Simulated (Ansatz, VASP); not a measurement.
# Cross-check of PrPb between VASP and Ansatz

One calculation is typed for both programs; each brings its own data sets and cutoff. How far apart do they land? The cell is invented: As first built, before any earlier steps moved the atoms: it takes the DyZr structure with all of its atoms replaced by other elements, volume scaled by an estimate. It may not be a known or stable phase. The cell comes out of earlier VASP steps on this material, which relaxed, scaled or displaced it; both programs get it as it stands.

Main program and level: Ansatz 0.2.0; plane waves, with VASP 6.6.1 beside it; relaxation of cell and atoms at LDA.

In doubt: a part-filled 4f shell, where there is one, can sit in one of many states, so energies may not be the lowest and differences between runs may mislead; derivatives with an open 4f shell can jump between states, which bears on forces and vibrations.

## 1. Set-up

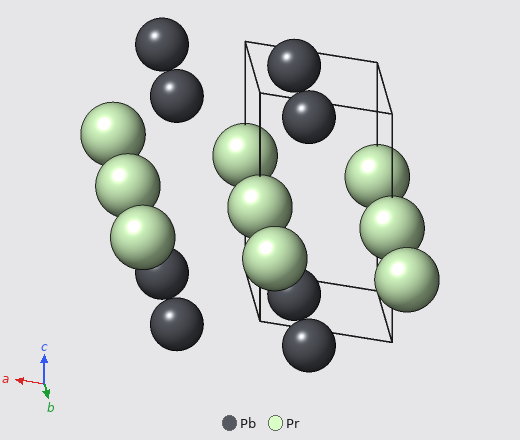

The starting structure, seen from a free direction (lead dark grey, praseodymium light green). 2×2×1 cells are drawn. Some periodic images of atoms are drawn too.

Structure file:

```cif
data_structure
_symmetry_space_group_name_H-M 'P-6m2'
_symmetry_Int_Tables_number 187
_cell_length_a 3.3063
_cell_length_b 3.3063
_cell_length_c 5.5856
_cell_angle_alpha 90.000
_cell_angle_beta 90.000
_cell_angle_gamma 120.000
_cell_volume 52.88
loop_
_atom_site_label
_atom_site_type_symbol
_atom_site_symmetry_multiplicity
_atom_site_Wyckoff_symbol
_atom_site_fract_x
_atom_site_fract_y
_atom_site_fract_z
_atom_site_occupancy
Pb1 Pb 1 e 0.66667 0.33333 0.00000 1
Pr1 Pr 1 b 0.00000 0.00000 0.50000 1
```

## 2. VASP: relaxation of cell and atoms, LDA

The relaxed volume is the usual yardstick between codes: its relative difference is about their pressure difference at one cell divided by the bulk modulus.

Lines of VASP's logs that name or quote its potential files are left out, and so is its time.

Input file INCAR:

```
SYSTEM = PrPb
PREC = Accurate
ENCUT = 440
EDIFF = 1E-06
NELM = 100
ISMEAR = 0
SIGMA = 0.05
LREAL = .FALSE.
ALGO = Normal
GGA = CA
NBANDS = 20
ISPIN = 2
MAGMOM = 0 2
LMAXMIX = 6
LORBIT = 11
LWAVE = .FALSE.
LCHARG = .FALSE.
IBRION = 2
NSW = 60
ISIF = 3
EDIFFG = -0.01
```

Input file POSCAR:

```
PrPb
1.0
    3.3063382239      0.0000000000      0.0000000000
   -1.6531691120      2.8633729914      0.0000000000
    0.0000000000      0.0000000000      5.5855829999
Pb Pr
1 1
Direct
    0.6666666700      0.3333333300      0.0000000000
    0.0000000000      0.0000000000      0.5000000000
```

Input file KPOINTS:

```
Automatic mesh
0
Gamma
7 7 4
0 0 0
```

PAW data sets: Pb_d and Pr (PBE family, release 64).

Command:

```console
$ mpirun -np 1 vasp_std
```

Numbers of over 12 decimals in the logs are rounded to 6 here.

The program printed:

```text
[banner, memory and clock lines left out]
running    1 mpi-ranks, on    1 nodes
 distrk:  each k-point on    1 cores,    1 groups
 distr:  one band on    1 cores,    1 groups

 POSCAR found type information on POSCAR PbPr
 POSCAR found :  2 types and       2 ions
|                                                                             |
|               ----> ADVICE to this user running VASP <----                  |
|                                                                             |
|     You enforced a specific xc type in the INCAR file but a different       |
|     [... a line on the potential file left out ...]
|     I HOPE YOU KNOW WHAT YOU ARE DOING!                                     |
|                                                                             |

 LDA part: xc-table for (Slater(with rela. corr.)+CA(PZ))
 , standard interpolation
 POSCAR, INCAR and KPOINTS ok, starting setup
 FFT: planning ... GRIDC
 FFT: planning ... GRID_SOFT
 FFT: planning ... GRID
 WAVECAR not read
 entering main loop
       N       E                     dE             d eps       ncg     rms          rms(c)
DAV:   1     0.270067861243E+03    0.27007E+03   -0.10653E+04  2136   0.236E+03
DAV:   2     0.247930139906E+02   -0.24527E+03   -0.23929E+03  2212   0.420E+02
DAV:   3    -0.106454526155E+02   -0.35438E+02   -0.33986E+02  2976   0.180E+02
DAV:   4    -0.137335554698E+02   -0.30881E+01   -0.29509E+01  3748   0.465E+01
DAV:   6    -0.297693136404E+02   -0.15769E+02   -0.23339E+02  2728   0.910E+01    0.646E+01
DAV:   7    -0.113133591683E+02    0.18456E+02   -0.45009E+01  3088   0.793E+01    0.259E+01
DAV:   8    -0.116658792622E+02   -0.35252E+00   -0.29839E+00  3500   0.149E+01    0.981E+00
DAV:   9    -0.111646289932E+02    0.50125E+00   -0.22005E+00  3572   0.196E+01    0.531E+00
DAV:  10    -0.111972351328E+02   -0.32606E-01   -0.96783E-02  2988   0.253E+00    0.419E+00
DAV:  11    -0.111989725695E+02   -0.17374E-02   -0.11843E-02  3580   0.948E-01    0.384E+00
DAV:  12    -0.111985635593E+02    0.40901E-03   -0.13717E-01  3404   0.512E+00    0.133E+00
DAV:  13    -0.111960389037E+02    0.25247E-02   -0.11142E-02  3340   0.948E-01    0.598E-01
DAV:  14    -0.111968609412E+02   -0.82204E-03   -0.65719E-03  3452   0.768E-01    0.481E-01
DAV:  15    -0.111962989322E+02    0.56201E-03   -0.13334E-03  3128   0.368E-01    0.244E-01
DAV:  16    -0.111964605788E+02   -0.16165E-03   -0.23930E-04  3584   0.221E-01    0.125E-01
DAV:  17    -0.111964785582E+02   -0.17979E-04   -0.14629E-04  3620   0.147E-01    0.111E-01
DAV:  18    -0.111964450756E+02    0.33483E-04   -0.92183E-05  3304   0.120E-01    0.460E-02
DAV:  19    -0.111964464863E+02   -0.14107E-05   -0.48030E-06  2596   0.177E-02    0.273E-02
DAV:  20    -0.111964466445E+02   -0.15824E-06   -0.21013E-06  1768   0.195E-02
   1 F= -.11196447E+02 E0= -.11191435E+02  d E =-.111964E+02  mag=     2.6456
[...]
2 F= -.11196856E+02 E0= -.11191811E+02  d E =-.409176E-03  mag=     2.6429
[...]
3 F= -.11196872E+02 E0= -.11191831E+02  d E =-.425396E-03  mag=     2.6435
[...]
4 F= -.11196869E+02 E0= -.11191818E+02  d E =-.421920E-03  mag=     2.6428
[...]
5 F= -.11196871E+02 E0= -.11191830E+02  d E =-.424815E-03  mag=     2.6433
[...]
6 F= -.11196872E+02 E0= -.11191831E+02  d E =-.425242E-03  mag=     2.6435
[...]
7 F= -.11196952E+02 E0= -.11191921E+02  d E =-.796496E-04  mag=     2.6439
 trial-energy change:   -0.000080  1 .order   -0.000078   -0.000125   -0.000031
 step:   1.2925(harm=  1.2925)  dis= 0.00000  next Energy=   -11.196955 (dE=-0.834E-04)
 bond charge predicted
       N       E                     dE             d eps       ncg     rms          rms(c)
DAV:   1    -0.111970672740E+02   -0.11635E-03   -0.29123E-03  2668   0.109E+00    0.112E-01
DAV:   2    -0.111969477678E+02    0.11951E-03   -0.36096E-04  3272   0.278E-01    0.100E-01
DAV:   3    -0.111970013935E+02   -0.53626E-04   -0.21942E-04  3388   0.182E-01    0.139E-01
DAV:   4    -0.111969794136E+02    0.21980E-04   -0.68855E-05  3268   0.122E-01    0.591E-02
DAV:   5    -0.111969657918E+02    0.13622E-04   -0.31246E-05  2984   0.637E-02    0.336E-02
DAV:   6    -0.111969621440E+02    0.36477E-05   -0.16203E-05  2564   0.459E-02    0.270E-02
DAV:   7    -0.111969565600E+02    0.55841E-05   -0.11642E-05  2792   0.393E-02    0.584E-03
DAV:   8    -0.111969574793E+02   -0.91931E-06   -0.75684E-07  1240   0.920E-03
   8 F= -.11196957E+02 E0= -.11191925E+02  d E =-.855923E-04  mag=     2.6439
 curvature:  -0.70 expect dE=-0.218E-05 dE for cont linesearch -0.338E-07
 trial: gam=-0.02850 g(F)=  0.268E-43 g(S)=  0.312E-05 ort = 0.260E-05 (trialstep = 0.103E+01)
 search vector abs. value=  0.309E-05
 reached required accuracy - stopping structural energy minimisation
```

OUTCAR, selected parts (step 2):

```text
ion  position               nearest neighbor table
   1  0.667  0.333  0.000-   2 3.38   2 3.38   2 3.38   2 3.38   2 3.38   2 3.38
   2  0.000  0.000  0.500-   1 3.38   1 3.38   1 3.38   1 3.38   1 3.38   1 3.38

  LATTYP: Found a hexagonal cell.
 ALAT       =     3.3063382239
 C/A-ratio  =     1.6893562067

 Subroutine GETGRP returns: Found 12 space group operations
 (whereof 12 operations were pure point group operations)

The static configuration has the point symmetry D_3h.

 Found     24 irreducible k-points:

   k-points           NKPTS =     24   k-points in BZ     NKDIM =     24   number of bands    NBANDS=     20

   dimension x,y,z NGX =    24 NGY =   24 NGZ =   40
   dimension x,y,z NGXF=    48 NGYF=   48 NGZF=   80

   ENCUT  =  440.0 eV  32.34 Ry    5.69 a.u.   5.65  5.65  9.55*2*pi/ulx,y,z

   NELECT =      27.0000    total number of electrons

 k-points in reciprocal lattice and weights: Automatic mesh
   0.00000000  0.00000000  0.00000000       0.005
   0.14285714  0.00000000  0.00000000       0.031
   0.28571429  0.00000000  0.00000000       0.031
   0.42857143  0.00000000  0.00000000       0.031
   0.14285714  0.14285714  0.00000000       0.031
   0.28571429  0.14285714  0.00000000       0.061
   0.42857143  0.14285714  0.00000000       0.031
   0.28571429  0.28571429  0.00000000       0.031
   0.00000000  0.00000000  0.25000000       0.010
[...]
0.42857143  0.14285714  0.50000000       0.031
   0.28571429  0.28571429  0.50000000       0.031

 average (electrostatic) potential at core
       1 -88.6049       2 -70.8577

 E-fermi :   8.4174

 spin component 1
 k-point     1 :       0.0000    0.0000    0.0000
  band No.  band energies     occupation
    ...
     10      -2.8923      1.00000
     11       6.5791      1.00000
     12       6.7267      1.00000
     13       8.0509      1.00000
     14       8.3309      0.99278
     15       8.5004      0.00943
     16       8.5004      0.00943
     17       8.7171      0.00000
     18       8.7171      0.00000
     19       8.9864      0.00000
    ...

 k-point     2 :       0.1429    0.0000    0.0000
  band No.  band energies     occupation
    ...
     10      -2.4783      1.00000
     11       6.6580      1.00000
     12       7.2954      1.00000
     13       7.9455      1.00000
     14       8.3755      0.88203
     15       8.4740      0.05466
     16       8.5434      0.00018
     17       8.6686      0.00000
     18       8.7196      0.00000
     19       8.7705      0.00000
    ...

 k-point     3 :       0.2857    0.0000    0.0000
  band No.  band energies     occupation
    ...
     10      -1.2718      1.00000
     11       6.3681      1.00000
     12       6.9901      1.00000
     13       8.2714      0.99998
     14       8.3311      0.99265
     15       8.4893      0.02088
     16       8.5570      0.00004
     17       8.5614      0.00002
     18       8.6500      0.00000
     19       8.6918      0.00000
    ...

 k-point     4 :       0.4286    0.0000    0.0000
  band No.  band energies     occupation
    ...
     11       4.8499      1.00000
     12       6.0331      1.00000
     13       6.9843      1.00000
     14       8.2324      1.00000
     15       8.4010      0.67792
     16       8.4870      0.02441
     17       8.6542      0.00000
     18       8.6556      0.00000
     19       8.7499      0.00000
     20       8.8404      0.00000

 k-point     5 :       0.1429    0.1429    0.0000
  band No.  band energies     occupation
    ...
     10      -1.6675      1.00000
     11       6.4974      1.00000
     12       7.6978      1.00000
     13       8.0863      1.00000
     14       8.3706      0.90693
     15       8.4959      0.01312
     16       8.5127      0.00350
     17       8.6070      0.00000
     18       8.6265      0.00000
     19       9.0583      0.00000
    ...

 k-point     6 :       0.2857    0.1429    0.0000
  band No.  band energies     occupation
    ...
     11       6.2714      1.00000
     12       6.3881      1.00000
     13       7.8297      1.00000
     14       8.2429      1.00000
     15       8.3447      0.98002
     16       8.4406      0.25555
     17       8.6040      0.00000
     18       8.6907      0.00000
     19       8.7353      0.00000
     20       9.0137      0.00000

  Total        0.0059135      0.0059135      0.0077092     -0.0000000      0.0000000      0.0000000
  in kB        0.1804012      0.1804013      0.2351840     -0.0000000      0.0000000      0.0000000
  external PRESSURE =       0.1986622 kB  Pullay stress =       0.0000000 kB

  energy-cutoff  :      440.00
  volume of cell :       52.52
      direct lattice vectors                 reciprocal lattice vectors
     3.293752350  0.000000000 -0.000000000     0.303605096  0.175286478  0.000000000
    -1.646876175  2.852473304  0.000000000    -0.000000000  0.350572957  0.000000000
    -0.000000000 -0.000000000  5.589857475     0.000000000 -0.000000000  0.178895438

 POSITION                                       TOTAL-FORCE (eV/Angst)
 -----------------------------------------------------------------------------------
      1.64688      0.95082     -0.00000         0.000000     -0.000000      0.000000
     -0.00000     -0.00000      2.79493        -0.000000      0.000000     -0.000000
 -----------------------------------------------------------------------------------
    total drift:                               -0.000011      0.000007      0.000000

  FREE ENERGIE OF THE ION-ELECTRON SYSTEM (eV)
  ---------------------------------------------------
  free  energy   TOTEN  =       -11.1969574793 eV

  energy  without entropy=      -11.1868916517  energy(sigma->0) =      -11.19192457

 reached required accuracy - stopping structural energy minimisation

 total charge
# of ion       s       p       d       f       tot
--------------------------------------------------
    1        1.313   0.990   9.808   0.000  12.110
    2        1.965   5.242   0.718   2.150  10.075
--------------------------------------------------
tot          3.278   6.232  10.526   2.150  22.186

 magnetization (x)
# of ion       s       p       d       f       tot
--------------------------------------------------
    1       -0.002   0.001   0.005   0.000   0.004
    2        0.002  -0.016   0.156   2.024   2.167
--------------------------------------------------
tot          0.000  -0.015   0.161   2.024   2.171

[... 6 further parts left out ...]
```

CONTCAR:

```
PrPb
   1.00000000000000
     3.2937523499639911    0.0000000000002194   -0.0000000000000000
    -1.6468761750316154    2.8524733037473946    0.0000000000000000
    -0.0000000000000000   -0.0000000000000000    5.5898574751366530
  Pb              Pr
     1     1
Direct
     0.6666666699999979    0.3333333300000021    0.0000000000000000
     0.0000000000000000    0.0000000000000000    0.5000000000000000
```

(Part 1 of 2 ends here.)

[Lines on the potential files, build, host, timing and source positions are cut from VASP's logs without a mark.]

[Logs are printed without paths, hosts, clocks, repeated set-up lines and the standing remarks that a program may print on its own settings, such as how far it seeks lower states.]

[Hosts, paths, dates, database ids (printed as entryN), source tags and the programs' standing remarks are cut or masked in the printed files.]
